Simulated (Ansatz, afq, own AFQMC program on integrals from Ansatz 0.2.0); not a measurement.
# ZrN3 (quartet): quantum Monte Carlo beside coupled cluster at distance Zr1–N3 = 2.164 Å, def2-SVP, part 1 of 2

How near does AFQMC come to the top of the ladder for ZrN3 (quartet)?

Program: Ansatz 0.2.0, Gaussian basis, and an in-house AFQMC program (afq) on its integrals; all values are calculated. Level of theory: def2-SVP, frozen cores. These are calculated values, not measurements.

The runs, in order: PBE (unrestricted); CCSD(T) on UHF; r2SCAN (unrestricted); PBE0 (unrestricted); B3LYP (unrestricted); wB97M-V (unrestricted); B2PLYP (unrestricted); Phaseless AFQMC, CISD trial on UHF; Phaseless AFQMC, single-determinant trial on UHF; Free-projection AFQMC, CISD trial on UHF.

3 further runs of the same task are left out: 3 that didn't finish.

### Step 1. The geometry

The geometry derives from a PBE0/def2-TZVP stationary point (not a proven minimum). One bond is set to the value named and the two fragments are kept rigid. No spin-orbit coupling is included. Elements past krypton take def2 core potentials.

4 atoms, charge 0, spin multiplicity 4.

Atoms are counted from 1 here; the program's logs count them from 0.

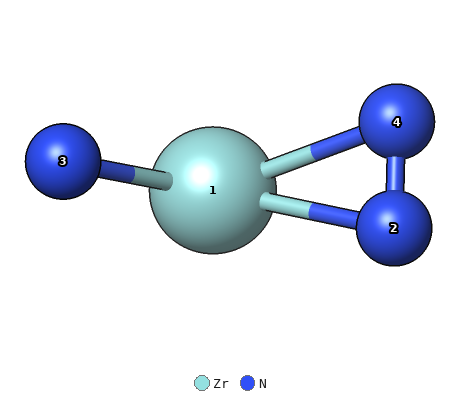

The geometry (zirconium light teal, nitrogen blue); atoms are numbered from 1 in the order of the file.

### Step 2. PBE (unrestricted)

The input, in.yaml:

```yaml
crystal:
  periodic: [false, false, false]
  atoms:
    - {symbol: Zr, position_ang: [0.000000, -0.313903, 0.347226]}
    - {symbol: N, position_ang: [0.569668, 0.237479, -1.837218]}
    - {symbol: N, position_ang: [0.000000, 1.569456, 1.412991]}
    - {symbol: N, position_ang: [-0.569668, 0.237479, -1.837218]}
basis:
  gaussian: {orbitals: def2-SVP}
magnetization: {spin_polarized: true, initial_magnetization: 3}
hamiltonian: {xc: {name: PBE}}
output: {orbitals: {seedname: orbitals}}
```

Started as:

```bash
ansatz run in.yaml --threads 1 --pin off --events-out ev --progress --plain --max-ram 5632MiB --backend cpu
```

What it wrote:

```text
Functional definition: PBE
  name "PBE"
  cite "Perdew, Burke & Ernzerhof, Phys. Rev. Lett. 77, 3865 (1996) doi:10.1103/PhysRevLett.77.3865"
  parent pbe
  parameter kappa = 0.804
  parameter beta = 0.06672455060314922
  exchange = pbe_x(kappa = kappa, mu = beta*pi^2/3)
  correlation = pbe_c(beta = beta)
794 factors; their error is unknown
mean field evaluation 1: about -5713.4065 eV, gradient 6.2e1 eV
mean field evaluation 2: about -5134.3775 eV, gradient 2.5e2 eV
mean field evaluation 4: about -5669.6163 eV, gradient 9.6e1 eV
mean field evaluation 8: about -5736.7879 eV, gradient 2.6e-1 eV
mean field evaluation 16: about -5737.5740 eV, gradient 2.9e-2 eV
mean field evaluation 32: about -5732.7667 eV, gradient 2.0e1 eV
mean field evaluation 64: about -5737.5620 eV, gradient 1.5e-1 eV
mean field evaluation 96: about -5737.5695 eV, gradient 6.8e-2 eV
mean field evaluation 128: about -5736.7656 eV, gradient 7.2e0 eV
mean field evaluation 160: about -5737.5615 eV, gradient 9.4e-1 eV
mean field evaluation 192: about -5737.5582 eV, gradient 1.6e-1 eV
mean field -5737.57399478 eV, -210.8519552409 hartree, gradient 3.3e-6 eV, S^2 3.755361; 11 other end points of the search recorded, 0 dependent functions left out
reference -5737.57405260 eV, -210.8519573658 hartree; 18, 15 occupied and 55, 58 virtual orbitals, 794 factors
Total energy: -5737.57405260 eV, -210.8519573658 hartree
```

It took 29 s on 1 thread of AMD EPYC 7R13 (Zen 3), shared host; peak memory 1.8 GiB.

From the report: ⟨S²⟩ of the determinant 3.755 (pure quartet: 3.75).

### Step 3. CCSD(T) on UHF

Edit in.yaml of step 2 so:

```diff
@@ -10,3 +10,2 @@
 magnetization: {spin_polarized: true, initial_magnetization: 3}
-hamiltonian: {xc: {name: PBE}}
-output: {orbitals: {seedname: orbitals}}
+correlation: {method: ccsd_t, electrons: outside_noble_gas, hamiltonian_folder: ham}
```

Started as:

```bash
ansatz run in.yaml --threads 1 --pin off --events-out ev --progress --plain --max-ram 16896MiB --backend cuda --devices 0, --max-vram 18GiB
```

What it wrote, cut to the lines that bear on the results:

```text
Functional definition: HF
  name "HF"
  cite "Fock, Z. Phys. 61, 126 (1930) doi:10.1007/BF01340294"
  parent pbe
[...]
754 factors; integrals over basis functions are off by at most 1.6e-3 eV
[...]
mean field -5704.20183657 eV, -209.6255510470 hartree, gradient 2.8e-8 eV, S^2 4.628654; 32 other end points of the search recorded, 0 dependent functions left out
determinant -5704.20183657 eV, -209.6255510470 hartree, with singles and doubles -5717.29707846 eV, -210.1067923102 hartree
determinant -5704.11724906 eV, -209.6224425133 hartree, with singles and doubles -5717.63060774 eV, -210.1190492851 hartree
determinant -5704.11375959 eV, -209.6223142776 hartree, with singles and doubles -5717.06909216 eV, -210.0984139684 hartree
determinant -5704.02854664 eV, -209.6191827596 hartree, with singles and doubles -5717.82783171 eV, -210.1262971325 hartree
[...]
determinant -5703.82447763 eV, -209.6116833618 hartree, with singles and doubles -5717.93550566 eV, -210.1302540770 hartree
determinant -5703.78836735 eV, -209.6103563335 hartree, with singles and doubles -5717.87346796 eV, -210.1279742336 hartree
determinant -5703.69685189 eV, -209.6069932025 hartree, with singles and doubles -5717.87585947 eV, -210.1280621200 hartree
determinant -5702.75910587 eV, -209.5725316718 hartree, with singles and doubles -5717.93603382 eV, -210.1302734866 hartree
[...]
7 core orbitals not correlated: weight in the atoms' cores, before any rotation towards them, 0.899 or more for the frozen orbitals, at most 0.100 for the correlated occupied ones
reference -5702.75910587 eV, -209.5725316718 hartree; 11, 8 occupied and 55, 58 virtual orbitals, 754 factors
second order -15.06171087 eV of doubles, -0.00000000 eV of singles
cycle   1  -15.17693810 eV  change   -1.0e-5 eV  update   8.2e-6
perturbative correction -0.98826355 eV, -0.0363180155 hartree
Total energy: -5718.92430752 eV, -210.1665918752 hartree
```

Run time: 65 s. Hardware: 1 × NVIDIA H100 80GB HBM3 with 1 thread of AMD EPYC 7R13 (Zen 3), shared host; peak host memory 1.8 GiB.

From the report: ⟨S²⟩ of the determinant 3.769 (pure quartet: 3.75); correlation -16.1652 eV; T1 0.058; largest double amplitude 0.09.

This run also writes the integrals to the folder ham.

### Step 4. r2SCAN (unrestricted)

Edit in.yaml of step 3 so:

```diff
@@ -10,2 +10,2 @@
 magnetization: {spin_polarized: true, initial_magnetization: 3}
-correlation: {method: ccsd_t, electrons: outside_noble_gas, hamiltonian_folder: ham}
+hamiltonian: {xc: {name: r2SCAN}}
```

Started as:

```bash
ansatz run in.yaml --threads 1 --pin off --events-out ev --progress --plain --max-ram 5632MiB --backend cpu
```

What it wrote, cut to the lines that bear on the results:

```text
Functional definition: r2SCAN
  name "r2SCAN"
  cite "Furness, Kaplan, Ning, Perdew & Sun, J. Phys. Chem. Lett. 11, 8208 (2020) doi:10.1021/acs.jpclett.0c02405"
  cite "Furness, Kaplan, Ning, Perdew & Sun, J. Phys. Chem. Lett. 11, 9248 (2020) doi:10.1021/acs.jpclett.0c03077"
  parent r2scan
[...]
794 factors; their error is unknown
[...]
mean field -5740.05626074 eV, -210.9431768324 hartree, gradient 6.5e-7 eV, S^2 3.773490; 15 other end points of the search recorded, 0 dependent functions left out
reference -5740.05630753 eV, -210.9431785519 hartree; 18, 15 occupied and 55, 58 virtual orbitals, 794 factors
Total energy: -5740.05630753 eV, -210.9431785519 hartree
```

Wall time 69 s (1 thread of AMD EPYC 7R13 (Zen 3), shared host); peak memory 1.8 GiB.

From the report: ⟨S²⟩ of the determinant 3.773 (pure quartet: 3.75).

### Step 5. PBE0 (unrestricted)

Edit in.yaml of step 4 so:

```diff
@@ -10,2 +10,3 @@
 magnetization: {spin_polarized: true, initial_magnetization: 3}
-hamiltonian: {xc: {name: r2SCAN}}
+hamiltonian: {xc: {name: PBE0}}
+output: {orbitals: {seedname: orbitals}}
```

The command is unchanged.

What it wrote, cut to the lines that bear on the results:

```text
Functional definition: PBE0
  name "PBE0"
  cite "Adamo & Barone, J. Chem. Phys. 110, 6158 (1999) doi:10.1063/1.478522"
  cite "Perdew, Burke & Ernzerhof, Phys. Rev. Lett. 77, 3865 (1996) doi:10.1103/PhysRevLett.77.3865"
  parent pbe
[...]
754 factors; integrals over basis functions are off by at most 1.6e-3 eV
[...]
mean field -5736.09806194 eV, -210.7977157093 hartree, gradient 9.6e-7 eV, S^2 3.784845; 7 other end points of the search recorded, 0 dependent functions left out
reference -5736.09810638 eV, -210.7977173426 hartree; 18, 15 occupied and 55, 58 virtual orbitals, 754 factors
Total energy: -5736.09810638 eV, -210.7977173426 hartree
```

It took 27 s on 1 thread of AMD EPYC 7R13 (Zen 3), shared host; peak memory 1.8 GiB.

From the report: ⟨S²⟩ of the determinant 3.785 (pure quartet: 3.75).

### Step 6. B3LYP (unrestricted)

Edit in.yaml of step 5 so:

```diff
@@ -10,3 +10,2 @@
 magnetization: {spin_polarized: true, initial_magnetization: 3}
-hamiltonian: {xc: {name: PBE0}}
-output: {orbitals: {seedname: orbitals}}
+hamiltonian: {xc: {name: B3LYP}}
```

Same command.

What it wrote, cut to the lines that bear on the results:

```text
Functional definition: B3LYP
  name "B3LYP"
  cite "Stephens, Devlin, Chabalowski & Frisch, J. Phys. Chem. 98, 11623 (1994) doi:10.1021/j100096a001"
  cite "Becke, Phys. Rev. A 38, 3098 (1988) doi:10.1103/PhysRevA.38.3098"
  cite "Lee, Yang & Parr, Phys. Rev. B 37, 785 (1988) doi:10.1103/PhysRevB.37.785"
  cite "Vosko, Wilk & Nusair, Can. J. Phys. 58, 1200 (1980) doi:10.1139/p80-159"
[...]
754 factors; integrals over basis functions are off by at most 1.6e-3 eV
[...]
mean field -5742.05356985 eV, -211.0165765882 hartree, gradient 9.1e-6 eV, S^2 3.765860; 8 other end points of the search recorded, 0 dependent functions left out
reference -5742.05381414 eV, -211.0165855657 hartree; 18, 15 occupied and 55, 58 virtual orbitals, 754 factors
Total energy: -5742.05381414 eV, -211.0165855657 hartree
```

It took 22 s on 1 thread of AMD EPYC 7R13 (Zen 3), shared host; peak memory 1.8 GiB.

From the report: ⟨S²⟩ of the determinant 3.766 (pure quartet: 3.75).

### Step 7. wB97M-V (unrestricted)

Edit in.yaml of step 6 so:

```diff
@@ -10,2 +10,3 @@
 magnetization: {spin_polarized: true, initial_magnetization: 3}
-hamiltonian: {xc: {name: B3LYP}}
+hamiltonian: {xc: {name: wB97M-V}}
+output: {orbitals: {seedname: orbitals}}
```

The command is unchanged.

What it wrote, cut to the lines that bear on the results:

```text
Functional definition: wB97M-V
  name "wB97M-V"
  cite "Mardirossian & Head-Gordon, J. Chem. Phys. 144, 214110 (2016) doi:10.1063/1.4952647"
  cite "Becke, J. Chem. Phys. 107, 8554 (1997) doi:10.1063/1.475007"
  cite "Vydrov & Van Voorhis, J. Chem. Phys. 133, 244103 (2010) doi:10.1063/1.3521275"
  # Of w^i u^j: cxij and so on, Table III.
[...]
  gx(w, u) = 1 - cx + cx01*u + cx10*w
  gss(w, u) = css00 + css04*u^4 + css10*w + css20*w^2 + css43*w^4*u^3
  gos(w, u) = cos00 + cos10*w + (cos20 + cos21*u)*w^2 + (cos60 + cos61*u)*w^6
[...]
      + integral(e_c_pw_mod_opposite_spin*gos(b97_w_opposite, b97_u_opposite)) + vv10(b, c)
754 factors; integrals over basis functions are off by at most 1.6e-3 eV
178 factors; integrals over basis functions are off by at most 2.5e-5 eV
[...]
mean field -5737.73515025 eV, -210.8578775950 hartree, gradient 2.9e-6 eV, S^2 3.860036; 9 other end points of the search recorded, 0 dependent functions left out
reference -5737.73521177 eV, -210.8578798559 hartree; 18, 15 occupied and 55, 58 virtual orbitals, 754 factors
Total energy: -5737.73521177 eV, -210.8578798559 hartree
```

It took 1.7 min on 1 thread of AMD EPYC 7R13 (Zen 3), shared host; peak memory 1.8 GiB.

From the report: ⟨S²⟩ of the determinant 3.860 (pure quartet: 3.75).

(Continued in part 2 of 2.)
